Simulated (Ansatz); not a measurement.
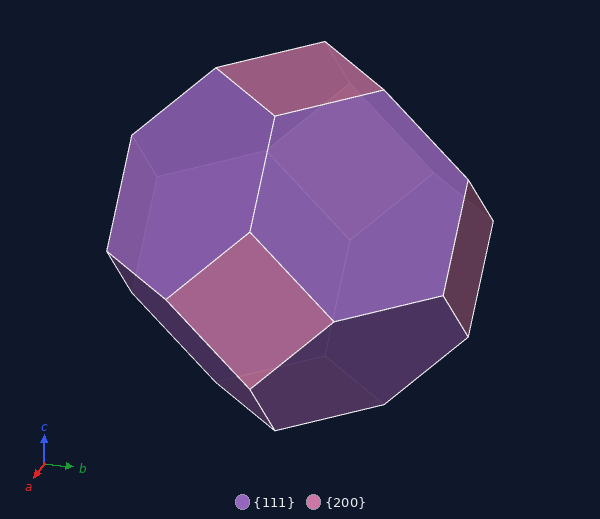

Ir, space group Fm-3m (No. 225), a = 3.937 Å, b = 3.937 Å, c = 3.937 Å, α = 90.00°, β = 90.00°, γ = 90.00°. The shape was computed with the Donnay–Harker form of the Bravais–Friedel law: planes with larger spacing d grow more slowly and so show as larger faces; centring, glide planes and screw axes halve or divide d. Source: the geometry relaxed with DFT, BLYP, plane waves (420 eV) with PAW, scalar-relativistic (Ansatz). Forms under 0.4 % of the area are left out.

Q: How many faces does the whole crystal have, by form?

A: 14 faces: 8 of {111} and 6 of {200}.

Q: Which form makes up most of the surface, and how much?

A: {111}, with 8 faces and about 78 % of the area; its spacing is d = 2.273 Å.

Q: List the forms with their spacings and shares.

A:
| form | faces | d (Å) | share of area (%) |
| --- | --- | --- | --- |
| {111} | 8 | 2.273 | 77.6 |
| {200} | 6 | 1.968 | 22.4 |
